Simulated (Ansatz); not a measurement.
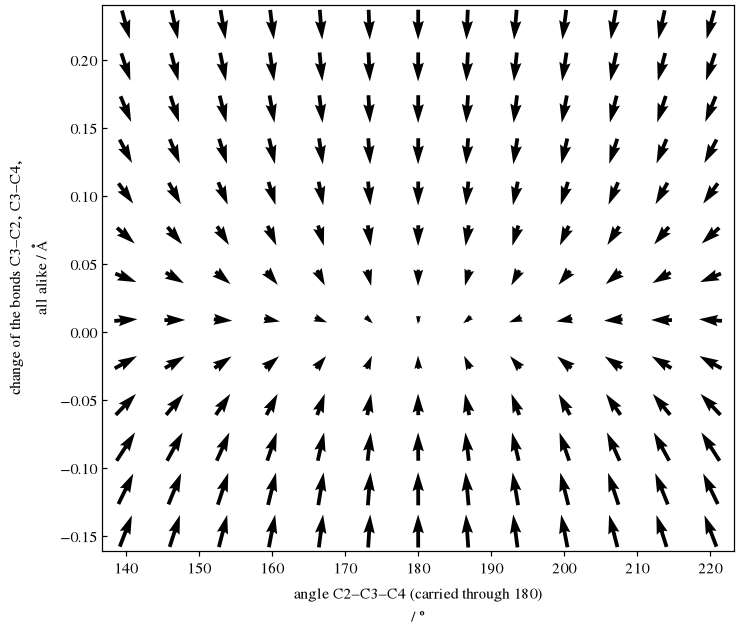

C₃H₅B, SMILES BC#CC. 
- Coordinates scanned: (1) angle C2–C3–C4 (carried through 180); (2) change of the bonds C3–C2, C3–C4, all alike.
- Nothing is relaxed (all other coordinates rigid).
- The scan uses a 13 × 13 grid.
- Points are written as (first, second).
- All numbers below come from Ansatz, RKS PBE0-D4/def2-TZVP.

The picture shows dots at the grid points, arrows along the force (downhill), their lengths compressed.

The arrows alone are given. Where is the energy lowest?

The arrows converge at about (180°, 0.000 Å) (read from the interpolated surface).

The energy map of the same scan:

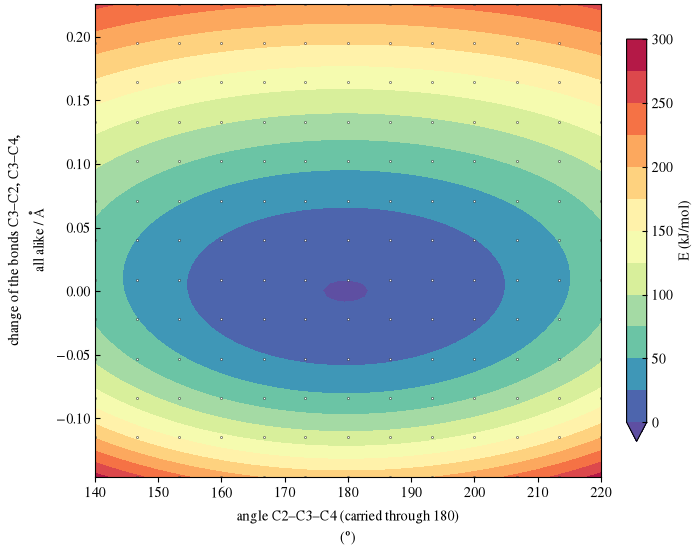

Energies are in kJ/mol, from the lowest grid point; between grid points the surface is interpolated.
